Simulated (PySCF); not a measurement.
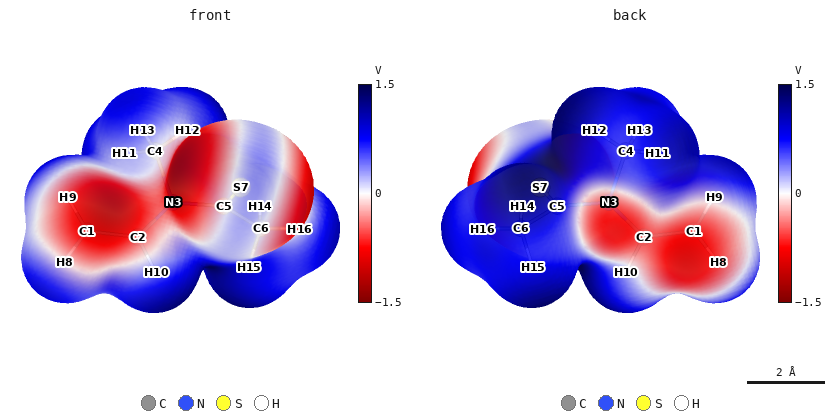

Figure 1: C5H9NS (SMILES C=CN(C)C(C)=S). The electrostatic potential painted on the density surface at 0.004 e/bohr³, seen from the front and from behind; the colour scale runs from red (negative) to blue (positive).

Geometry: GFN2-xTB.

Level of theory: B3LYP/pcSseg-1, SCF density, gas phase, non-relativistic in PySCF 2.14.0.

Input

```
{"job": {"kind": "nmr", "xc": "B3LYP", "basis": "pcSseg-1", "pop": false}, "charge": 0, "multiplicity": 1}
C     -2.067332    -1.278791     0.491482
C     -0.760322    -1.052544     0.464257
N     -0.118514     0.041698    -0.098242
C     -0.913117     1.187903    -0.491331
C      1.161321     0.353533     0.415449
C      2.289123     0.033235    -0.498838
S      1.374369     1.011574     1.885292
H     -2.443612    -2.202129     0.890565
H     -2.795977    -0.583712     0.118025
H     -0.067461    -1.782945     0.861702
H     -1.644410     0.868729    -1.232688
H     -0.257417     1.932086    -0.941438
H     -1.433965     1.642209     0.358890
H      2.144790     0.541630    -1.452773
H      2.292343    -1.037664    -0.707186
H      3.240181     0.325190    -0.063167
```

Run with:

```sh
OMP_NUM_THREADS=1 python ens_run.py task.json out
```

### Describe the electrostatic potential map.

The most negative region (about −1.2 V) lies over S7, the most positive (about +1.5 V) over the C and H atoms.
